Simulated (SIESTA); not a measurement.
## Convergence study of the SCF threshold for Ag (Fm-3m, 1 atom in the cell)

```
Ag
1.0
    0.00000     2.05523     2.05523
    2.05523     0.00000     2.05523
    2.05523     2.05523     0.00000
Ag
1
Cartesian
  0.00000   0.00000   0.00000
```

Method: GGA PBE, numerical atomic orbitals DZP, PseudoDojo PBE standard norm-conserving potentials (rewritten from UPF to PSML) (SIESTA).

Base settings: XC.functional = GGA; XC.authors = PBE; potentials = PseudoDojo PBE standard; PAO.BasisSize = DZP; PAO.EnergyShift = 0.005 Ry; MeshCutoff = 400 Ry; kgrid.MonkhorstPack = 6 6 6; OccupationFunction = FD; ElectronicTemperature = 0.1 eV; MaxSCFIterations = 150.

In this ladder: SCF.DM.Tolerance = default; SCF.DM.Converge = false; SCF.H.Converge = false; SCF.FreeE.Converge = true.

The mesh stays at the base's, so the ladder's end is converged at best in this setting alone.

Only quantities that move along the ladder and can be compared are tabulated.

The starting cell has typed, rounded lattice constants, without a prior relaxation at this level. Its lattice was rescaled by up to half a per cent. Values carry the incompleteness of an atom-centred basis. Without a gap this mesh is coarse (it stands for a supercell whose shortest vector is 17 Å).

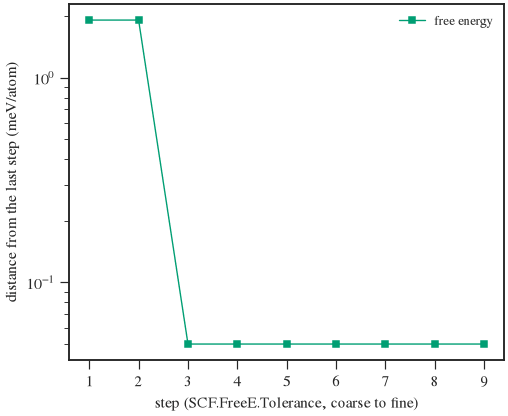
Figure. Distance from the last step along the ladder; very small values are drawn at a floor.

```tsv
SCF.FreeE.Tolerance	free energy less the last step's (meV/atom)	pressure (GPa)
1.0E-01 eV	1.91	1.75
1.0E-02 eV	1.91	1.75
1.0E-03 eV	0.00	1.56
1.0E-04 eV	0.00	1.56
1.0E-05 eV	0.00	1.56
1.0E-06 eV	0.00	1.56
1.0E-07 eV	0.00	1.56
1.0E-08 eV	0.00	1.56
1.0E-10 eV	0.00	1.56
1.0E-12 eV	0.00	1.56
```

Coarsest SCF.FreeE.Tolerance that holds the pressure within 0.1 GPa of the last step, with all finer ones: 1.0E-03 eV; the step before is off by 0.19 GPa.

Coarsest SCF.FreeE.Tolerance that holds the free energy within 1 meV/atom of the last step, with all finer ones: 1.0E-03 eV; the step before is off by 1.9 meV/atom.
